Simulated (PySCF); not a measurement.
C$_{5}$H$_{4}$OS

The calculation's input:

```
{"job": {"xc": "WP04", "basis": "pcSseg-1", "solvent": "chloroform", "kind": "nmr", "pop": true}, "charge": 0, "multiplicity": 1}
O     -2.826798    -0.499171    -0.635824
C     -2.139986     0.305125    -0.054464
C     -0.679020     0.235233    -0.000686
C      0.128254    -0.727085    -0.573541
C      1.501372    -0.498515    -0.330258
C      1.716834     0.633683     0.423034
S      0.259246     1.421318     0.837507
H     -2.593828     1.170884     0.491642
H     -0.288681    -1.558208    -1.143255
H      2.307664    -1.137539    -0.691994
H      2.670816     1.043191     0.754002
```

Command:

```sh
OMP_NUM_THREADS=1 python ens_run.py task.json out
```

Geometry: PBE0-D3(BJ)/def2-SVP.

Level of theory: PySCF 2.14.0, WP04/pcSseg-1, SCF density, in a chloroform solvent model, non-relativistic.

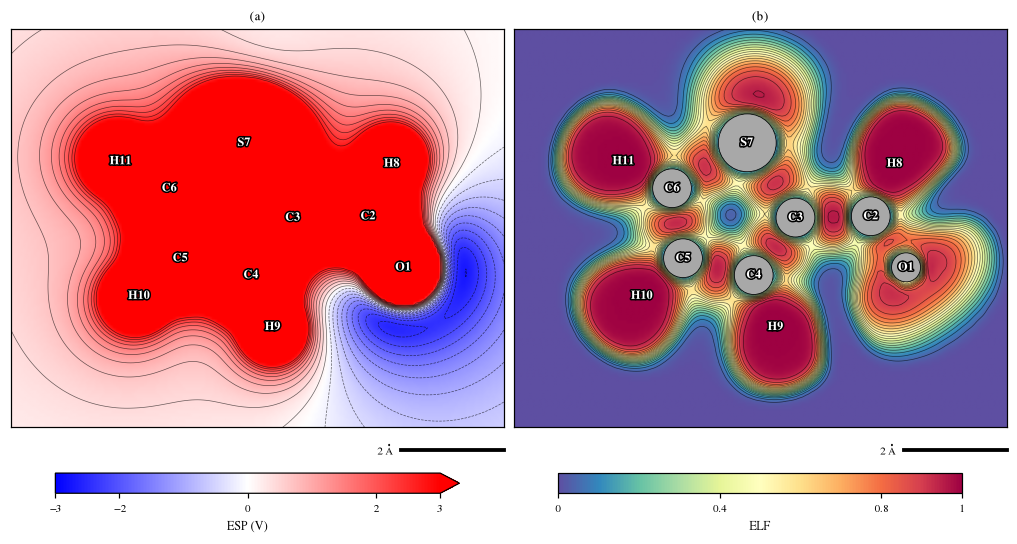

Figure 1. (a) molecular electrostatic potential; (b) electron localisation function on the molecular plane. Grey discs cover the atomic cores in the ELF map.

> What do the fields say about this system?

- The plane passes through O, C, S and H nuclei.
- C–O (1.21 Å): the ELF peaks at about 0.85 between the atoms: a short, multiple covalent bond.
- C–C (1.38 Å): the ELF peaks at about 0.95 between the atoms; a covalent bond.
- C–S (1.71 Å): the ELF peaks at about 0.90 between the atoms, as expected for localised, covalent bonding.
- C–H (1.09 Å): the ELF climbs to about 1 towards the hydrogen, as it does in any bond to H: an ordinary covalent bond to hydrogen.
- C–C (1.46 Å): the ELF peaks at about 0.95 between the atoms; a shared electron pair.
- The ELF also peaks beside O1 and S7, away from the bonds: lone-pair regions.
- Outside the dense part of the molecule the potential is most negative (−2.7 V) near O1.

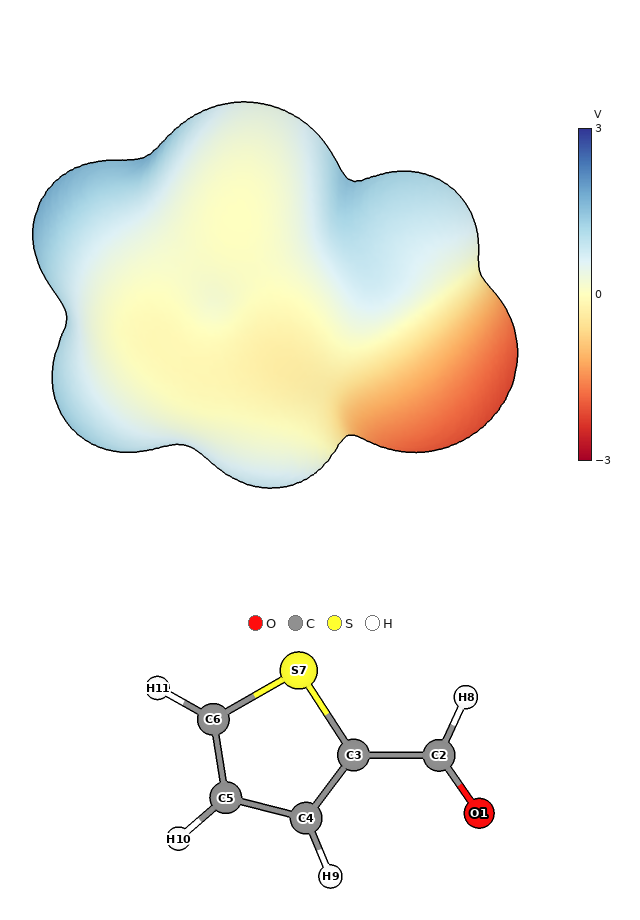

Figure 2. The electrostatic potential painted on the density surface at 0.002 e/bohr³, seen at a tilt; the colour scale runs from red (negative) to blue (positive). The bare structure is drawn below in the same view.

> Where is the surface potential most negative and most positive?

The most negative region (about −2.1 V, or −48 kcal/mol for a unit charge) lies over O1, the most positive (about +1.7 V, or +39 kcal/mol for a unit charge) over S7 and H11. O1 is the likeliest acceptor of a hydrogen bond.

> What dipole moment does the calculation give?

Its dipole moment is 4.47 D.

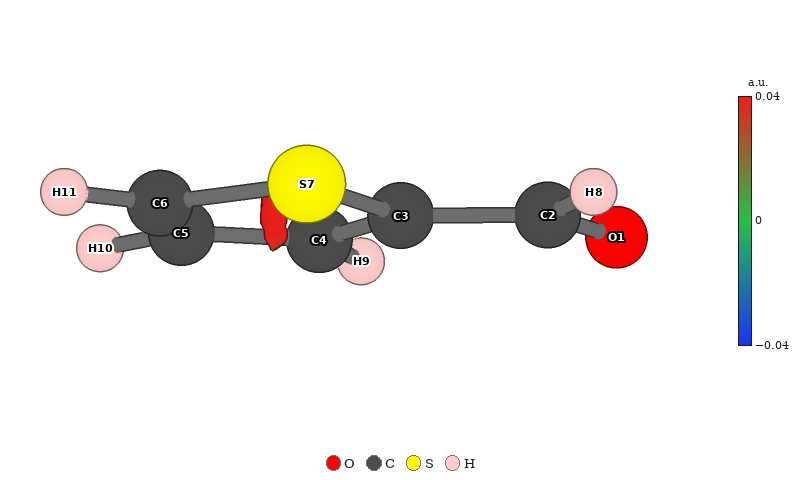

Figure 3. Non-covalent interaction (NCI) plot: the surface where the reduced density gradient is 0.4, for densities under 0.05 a.u., coloured by sign(λ₂)ρ; seen from one side.

> Identify the weak interactions.

Inside the ring or cage of C3, C4, C5, C6 and S7: steric crowding (red).
